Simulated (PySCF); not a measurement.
**C₂H₈B₂OSi: electronic excitations and core binding energies**

What electronic excitations and core binding energies should C₂H₈B₂OSi (`BC(=C)BO[SiH3]`) show?

Programs: PySCF 2.14.0, with density-fitted response routines of our own. Each step states its level of theory. These are calculated values for one molecule in the gas phase, unless marked as measured. Atoms count from 0, in the outputs and in this text.

**1. Starting geometry**

14 atoms, charge 0, multiplicity 1; geometry from: GFN2-xTB.

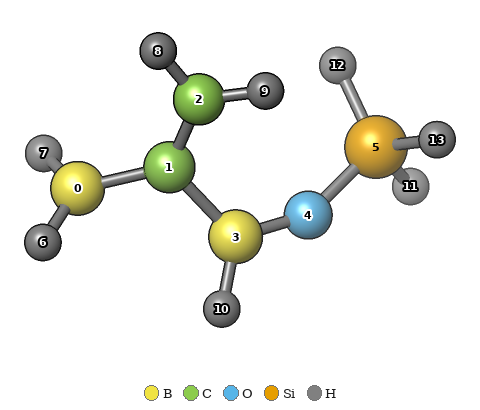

As it starts; boron yellow, carbon green, oxygen blue, silicon amber, hydrogen grey, atoms numbered.

**2. Excited states and response: CAM-B3LYP/def2-SVPD**

What the job is given:

```
{"job": {"kind": "uv", "xc": "CAM-B3LYP", "basis": "def2-SVPD", "nstates": 8, "ntriplets": 3}, "charge": 0, "multiplicity": 1}
B     -2.157615    -0.919194     0.485824
C     -1.134427     0.179707     0.157682
C     -1.169910     1.072145    -0.833934
B      0.103024     0.241920     1.153636
O      1.323747     0.434233     0.700820
Si     2.403399     0.670552    -0.478835
H     -2.834009    -0.819174     1.435136
H     -2.217907    -1.886122    -0.171552
H     -2.003594     1.146346    -1.516950
H     -0.388761     1.807266    -0.971595
H     -0.047099     0.135527     2.318507
H      3.555412    -0.119151    -0.046203
H      1.915530     0.223610    -1.785485
H      2.651533     2.111888    -0.469218
```

Method: TDDFT CAM-B3LYP/def2-SVPD, vertical, gas phase, core orbitals frozen in the response.

On the command line:

```bash
$ OMP_NUM_THREADS=1 python probes_run.py task.json out
```

The driver reads the jobs from task.json and runs them one after another.

The log of the run:

```text
coarse grid: 12016 points
cycle   1  E = -494.9376182997  dE =  6.061e-01  |g| = 6.874e-01  |ddm| = 5.619e+00
cycle   2  E = -494.8799787462  dE =  5.764e-02  |g| = 9.153e-01  |ddm| = 1.938e+00
cycle   3  E = -495.0336630501  dE = -1.537e-01  |g| = 6.842e-02  |ddm| = 9.883e-01
cycle   4  E = -495.0345836079  dE = -9.206e-04  |g| = 3.402e-02  |ddm| = 1.733e-01
cycle   5  E = -495.0348892756  dE = -3.057e-04  |g| = 5.825e-03  |ddm| = 6.323e-02
cycle   6  E = -495.0348976769  dE = -8.401e-06  |g| = 1.966e-03  |ddm| = 1.371e-02
final grid: 110944 points
cycle   7  E = -495.1182254044  dE = -2.936e-05  |g| = 3.500e-03  |ddm| = 7.983e-02
cycle   8  E = -495.1182245436  dE =  8.607e-07  |g| = 4.150e-03  |ddm| = 1.356e-02
cycle   9  E = -495.1182286763  dE = -4.133e-06  |g| = 3.737e-04  |ddm| = 5.163e-03
cycle  10  E = -495.1182287080  dE = -3.174e-08  |g| = 1.734e-04  |ddm| = 8.817e-04
cycle  11  E = -495.1182287167  dE = -8.656e-09  |g| = 3.379e-05  |ddm| = 4.182e-04
cycle  12  E = -495.1182287171  dE = -3.866e-10  |g| = 1.793e-05  |ddm| = 7.507e-05
converged SCF energy = -495.1182287171

Static polarisability (au): isotropic 80.099, principal 66.094 80.814 93.388

Singlet excitations
state   eV       nm        f      main configurations
  1   4.6273    267.9   0.03256   H->L 0.91
  2   4.7695    260.0   0.01000   H-1->L 0.88
  3   5.9785    207.4   0.03181   H-1->L+1 0.39, H->L+1 0.15, H-3->L 0.15
  4   6.4301    192.8   0.08816   H->L+1 0.42, H-1->L+1 0.22, H->L+2 0.10
  5   6.6572    186.2   0.00761   H-3->L 0.25, H-1->L+1 0.15, H-4->L 0.15
  6   6.7951    182.5   0.00942   H-5->L 0.62, H->L+1 0.14
  7   7.1025    174.6   0.01096   H-1->L+2 0.44, H->L+2 0.17
  8   7.2273    171.5   0.03808   H->L+2 0.57, H-1->L+2 0.13

Triplet excitations (Tamm-Dancoff, eV): 3.5587 4.3155 4.9013
```

It took 52 s on 1 thread of Arm Neoverse N1, shared host; peak memory 0.87 GiB.

Frontier orbitals and where they lie:

```csv
orbital,eV,atoms
HOMO−3,-11.04,"Si5 17 %, O4 16 %, H11 13 %"
HOMO−2,-10.91,"Si5 27 %, H13 22 %, O4 21 %"
HOMO−1,-9.31,"O4 22 %, C1 21 %, B3 16 %"
HOMO,-8.97,"C2 35 %, C1 31 %, B0 10 %"
LUMO,-0.83,"B0 32 %, C1 16 %, B3 13 %"
LUMO+1,0.60,"B0 25 %, B3 15 %, C1 14 %"
LUMO+2,0.88,"B3 29 %, Si5 23 %, O4 8 %"
```

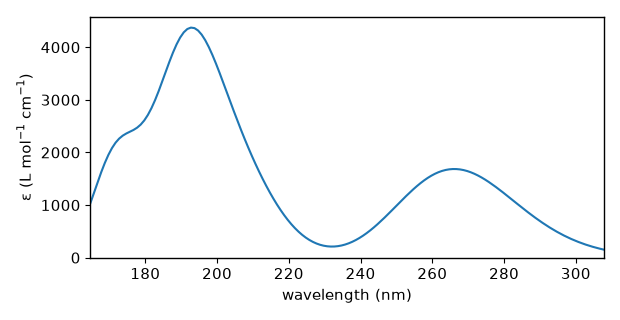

Absorption spectrum: each of the 8 states is a Gaussian band of 0.4 eV half-width at 1/e. Beyond the last state computed it falls off for lack of states.

Ground-state properties from the same run:

```csv
property,computed
dipole moment (D),1.29
polarisability (Å³),11.87
HOMO–LUMO gap (eV),8.14
−ε(HOMO) (eV),8.97
```

**3. X-ray photoelectron lines: SCAN, X2C**

Same as in step 2 but for these lines:

```diff
@@ -1,2 +1,2 @@
-{"job": {"kind": "uv", "xc": "CAM-B3LYP", "basis": "def2-SVPD", "nstates": 8, "ntriplets": 3}, "charge": 0, "multiplicity": 1}
+{"job": {"kind": "xps"}, "charge": 0, "multiplicity": 1}
 B     -2.157615    -0.919194     0.485824
```

With the program's defaults for keys left out, this is: delta-SCF UKS SCAN, pcX-2 on the ionised atom, pcseg-1 elsewhere, spin-free X2C.

The log of the run:

```text
ground state, core basis on atom 0 (B), 159 functions
  cycle   1  E = -495.83447189  |g| = 7.21e-01
  cycle   2  E = -495.55359104  |g| = 1.37e+00
  cycle   3  E = -495.93747201  |g| = 1.93e-01
  cycle   4  E = -495.94616034  |g| = 5.73e-02
  cycle   5  E = -495.94704459  |g| = 1.92e-02
  cycle   6  E = -495.94713006  |g| = 1.10e-02
  cycle   7  E = -495.94716173  |g| = 3.36e-03
  cycle   8  E = -495.94716813  |g| = 6.23e-04
  cycle   9  E = -495.94716548  |g| = 1.96e-04
  E(ground) = -495.98849298 Eh
hole in B 1s of atom 0
  cycle   1  E = -488.33838247  |g| = 1.15e+00
  cycle   2  E = -486.32128701  |g| = 1.93e+00
  cycle   3  E = -488.53330122  |g| = 5.72e-01
  cycle   4  E = -488.68671484  |g| = 3.97e-01
  cycle   5  E = -488.73278885  |g| = 1.82e-01
  cycle   6  E = -488.75484216  |g| = 8.19e-02
  cycle   7  E = -488.75749379  |g| = 8.54e-02
  cycle   8  E = -488.75998506  |g| = 5.84e-02
  cycle   9  E = -488.76153764  |g| = 3.95e-02
  cycle  10  E = -488.76264250  |g| = 1.87e-02
  cycle  11  E = -488.76285504  |g| = 5.13e-03
  cycle  12  E = -488.76287628  |g| = 2.34e-03
  cycle  13  E = -488.76287845  |g| = 1.55e-03
  cycle  14  E = -488.76288166  |g| = 5.64e-04
  cycle  15  E = -488.76288214  |g| = 2.33e-04
  E(ion) = -488.80448036 Eh   <S^2> = 1.1872   hole on atom = 1.000   binding energy = 195.487 eV
ground state, core basis on atom 1 (C), 159 functions
  cycle   1  E = -495.95593167  |g| = 5.75e-02
  cycle   2  E = -495.95573037  |g| = 3.23e-02
  cycle   3  E = -495.95550314  |g| = 4.25e-02
  cycle   4  E = -495.95600193  |g| = 4.79e-03
  cycle   5  E = -495.95601082  |g| = 5.31e-04
  cycle   6  E = -495.95601111  |g| = 2.70e-04
  E(ground) = -495.99679228 Eh
hole in C 1s of atom 1
  cycle   1  E = -484.73099531  |g| = 1.51e+00
  cycle   2  E = -482.33621982  |g| = 2.23e+00
  cycle   3  E = -485.02942065  |g| = 6.57e-01
  cycle   4  E = -485.20749705  |g| = 4.65e-01
  cycle   5  E = -485.30009839  |g| = 1.56e-01
  cycle   6  E = -485.31198820  |g| = 2.55e-02
  cycle   7  E = -485.31227490  |g| = 2.17e-02
  cycle   8  E = -485.31253082  |g| = 7.52e-03
  cycle   9  E = -485.31263032  |g| = 4.40e-03
  cycle  10  E = -485.31269860  |g| = 3.43e-03
  cycle  11  E = -485.31274252  |g| = 1.79e-03
  cycle  12  E = -485.31275470  |g| = 9.04e-04
  cycle  13  E = -485.31275544  |g| = 4.38e-04
  E(ion) = -485.35179582 Eh   <S^2> = 0.8266   hole on atom = 1.000   binding energy = 289.665 eV
ground state, core basis on atom 2 (C), 159 functions
  cycle   1  E = -495.95644492  |g| = 6.13e-02
  cycle   2  E = -495.95561360  |g| = 6.20e-02
  cycle   3  E = -495.95618608  |g| = 4.06e-02
  cycle   4  E = -495.95665450  |g| = 4.52e-03
  cycle   5  E = -495.95666037  |g| = 8.97e-04
  cycle   6  E = -495.95666036  |g| = 3.93e-04
  E(ground) = -495.99697269 Eh
hole in C 1s of atom 2
  cycle   1  E = -484.70295562  |g| = 1.51e+00
  cycle   2  E = -483.75815851  |g| = 1.92e+00
  cycle   3  E = -485.21084156  |g| = 4.00e-01
  cycle   4  E = -485.24857143  |g| = 3.14e-01
  cycle   5  E = -485.28540430  |g| = 1.18e-01
  cycle   6  E = -485.29120170  |g| = 1.81e-02
  cycle   7  E = -485.29138310  |g| = 9.86e-03
  cycle   8  E = -485.29143741  |g| = 4.64e-03
  cycle   9  E = -485.29145436  |g| = 1.98e-03
  cycle  10  E = -485.29146257  |g| = 7.24e-04
  cycle  11  E = -485.29146210  |g| = 2.47e-04
  E(ion) = -485.33142453 Eh   <S^2> = 0.7848   hole on atom = 1.000   binding energy = 290.224 eV
ground state, core basis on atom 3 (B), 159 functions
  cycle   1  E = -495.95040379  |g| = 5.17e-02
  cycle   2  E = -495.95017732  |g| = 4.13e-02
  cycle   3  E = -495.95041776  |g| = 2.72e-02
  cycle   4  E = -495.95059031  |g| = 1.02e-02
  cycle   5  E = -495.95062100  |g| = 1.49e-03
  cycle   6  E = -495.95062159  |g| = 4.65e-04
  E(ground) = -495.99183482 Eh
hole in B 1s of atom 3
  cycle   1  E = -488.31820417  |g| = 1.17e+00
  cycle   2  E = -486.66429511  |g| = 1.89e+00
  cycle   3  E = -488.55079708  |g| = 5.32e-01
  cycle   4  E = -488.63185361  |g| = 4.49e-01
  cycle   5  E = -488.72681057  |g| = 1.14e-01
  cycle   6  E = -488.73312531  |g| = 2.32e-02
  cycle   7  E = -488.73345413  |g| = 8.14e-03
  cycle   8  E = -488.73352178  |g| = 5.57e-03
  cycle   9  E = -488.73355394  |g| = 4.32e-03
  cycle  10  E = -488.73358247  |g| = 2.83e-03
  cycle  11  E = -488.73359465  |g| = 1.61e-03
  cycle  12  E = -488.73360222  |g| = 1.01e-03
  cycle  13  E = -488.73360572  |g| = 7.28e-04
  cycle  14  E = -488.73360921  |g| = 4.96e-04
  E(ion) = -488.77453386 Eh   <S^2> = 0.8280   hole on atom = 1.000   binding energy = 196.393 eV
ground state, core basis on atom 4 (O), 159 functions
  cycle   1  E = -495.98899994  |g| = 1.11e-01
  cycle   2  E = -495.98660265  |g| = 1.34e-01
  cycle   3  E = -495.98935232  |g| = 4.84e-02
  cycle   4  E = -495.98975624  |g| = 3.93e-03
  cycle   5  E = -495.98975964  |g| = 1.24e-03
  cycle   6  E = -495.98976139  |g| = 5.24e-04
  cycle   7  E = -495.98975967  |g| = 1.58e-04
  E(ground) = -496.02704802 Eh
hole in O 1s of atom 4
  cycle   1  E = -475.37049809  |g| = 2.23e+00
  cycle   2  E = -474.71706418  |g| = 2.25e+00
  cycle   3  E = -476.05532315  |g| = 5.30e-01
  cycle   4  E = -476.03796427  |g| = 4.79e-01
  cycle   5  E = -476.19222026  |g| = 1.10e-01
  cycle   6  E = -476.19816837  |g| = 5.30e-02
  cycle   7  E = -476.19971366  |g| = 9.37e-03
  cycle   8  E = -476.19975548  |g| = 3.16e-03
  cycle   9  E = -476.19976150  |g| = 1.09e-03
  cycle  10  E = -476.19976181  |g| = 4.73e-04
  E(ion) = -476.23738133 Eh   <S^2> = 0.7609   hole on atom = 1.000   binding energy = 538.504 eV
ground state, core basis on atom 5 (Si), 170 functions
  cycle   1  E = -496.05472007  |g| = 3.05e-01
  cycle   2  E = -496.05001719  |g| = 1.94e-01
  cycle   3  E = -496.05026063  |g| = 1.84e-01
  cycle   4  E = -496.05671880  |g| = 1.55e-02
  cycle   5  E = -496.05675987  |g| = 2.61e-03
  cycle   6  E = -496.05676170  |g| = 1.44e-03
  cycle   7  E = -496.05676235  |g| = 4.81e-04
  E(ground) = -496.05617733 Eh
hole in Si 1s of atom 5
  cycle   1  E = -427.10621650  |g| = 4.35e+00
  cycle   2  E = -425.76871554  |g| = 2.45e+00
  cycle   3  E = -420.31756388  |g| = 2.47e+00
  cycle   4  E = -428.02240532  |g| = 4.93e-01
  cycle   5  E = -428.08048635  |g| = 3.98e-01
  cycle   6  E = -428.14381822  |g| = 1.34e-01
  cycle   7  E = -428.15221580  |g| = 3.12e-02
  cycle   8  E = -428.15261305  |g| = 1.74e-02
  cycle   9  E = -428.15275690  |g| = 9.47e-03
  cycle  10  E = -428.15280253  |g| = 1.70e-03
  cycle  11  E = -428.15280444  |g| = 2.70e-04
  E(ion) = -428.16014015 Eh   <S^2> = 0.7521   hole on atom = 1.000   binding energy = 1847.545 eV
hole in Si 2p of atom 5
  cycle   1  E = -491.76482257  |g| = 1.23e+00
  cycle   2  E = -490.34963929  |g| = 1.51e+00
  cycle   3  E = -491.78255890  |g| = 6.58e-01
  cycle   4  E = -492.05069659  |g| = 2.17e-01
  cycle   5  E = -492.06697802  |g| = 1.71e-01
  cycle   6  E = -492.07799003  |g| = 3.38e-02
  cycle   7  E = -492.07853859  |g| = 1.32e-02
  cycle   8  E = -492.07861402  |g| = 6.36e-03
  cycle   9  E = -492.07863172  |g| = 2.78e-03
  cycle  10  E = -492.07863623  |g| = 4.44e-04
  E(ion) = -492.08939483 Eh   <S^2> = 0.7515   hole on atom = 1.002   binding energy = 107.942 eV
  2p3/2 = 107.674 eV   2p1/2 = 108.301 eV
```

Wall time 2.7 min (1 thread of Arm Neoverse N1, shared host); peak memory 0.63 GiB.

Binding energies by hole, beside the orbital energy of the ground state; the difference holds orbital relaxation and, for a density functional, its self-interaction error:

```csv
hole,stands for,environment,ΔSCF (eV; 2p as the shell's mean),−ε (eV),⟨S²⟩
B1s on B0,B0,"boron bonded to C, 2 H",195.49 (doubtful),180.1,1.187
C1s on C1,C1,fully substituted alkene carbon,289.67,273.1,0.827
C1s on C2,C2,terminal =CH2 carbon,290.22,273.9,0.785
B1s on B3,B3,"boron bonded to C, O, H",196.39,180.8,0.828
O1s on O4,O4,"oxygen bonded to B, Si",538.50,517.1,0.761
Si1s on Si5,Si5,"silicon bonded to O, 3 H",1847.55,1794.0,0.752
Si2p on Si5,Si5,"silicon bonded to O, 3 H",107.88,96.8,0.752
```

Doubtful: the ion did not converge, its hole moved, or its ⟨S²⟩ is well above 0.75.

With the spin-orbit splitting: Si5 2p3/2 107.67, 2p1/2 108.30 eV. The table gives each 2p level as the mean over the whole 2p shell (two parts 2p3/2, one part 2p1/2), which differs a little from the single hole in the log.

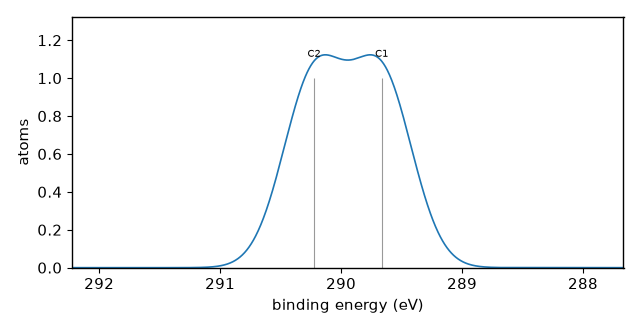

The C1s photoelectron lines, weighted by the number of atoms. Lines are broadened to a width of 0.60 eV (Gaussian).

**4. Outcome**

| quantity | value |
| --- | --- |
| lowest singlet (CAM-B3LYP/def2-SVPD) | 4.63 eV (268 nm), f = 0.033 |
| brightest single state of those computed | state 4, 6.43 eV, f = 0.088 |
| lowest triplet | 3.56 eV |
| C1s binding energies, SCAN/pcX-2 | C2 290.22, C1 289.67 eV |
| B1s binding energies, SCAN/pcX-2 (standing for 1 of 2 atoms) | B3 196.39 eV |
| O1s binding energies, SCAN/pcX-2 | O4 538.50 eV |
| Si1s binding energies, SCAN/pcX-2 | Si5 1847.55 eV |
| Si2p binding energies, SCAN/pcX-2 | Si5 107.88 eV |

**Reading.** The lowest singlet, at 4.63 eV, is HOMO→LUMO 0.91 and is weak; of the 8 states computed, the strongest absorption comes from state 4 at 6.43 eV (the last state computed is bright too, and its partners may lie past the list). The lowest triplet lies 1.07 eV below the lowest singlet (triplets in Tamm-Dancoff, singlets in full TDDFT). The C1s levels kept as sound span 0.56 eV, from C1 (fully substituted alkene carbon) up to C2 (terminal =CH2 carbon).
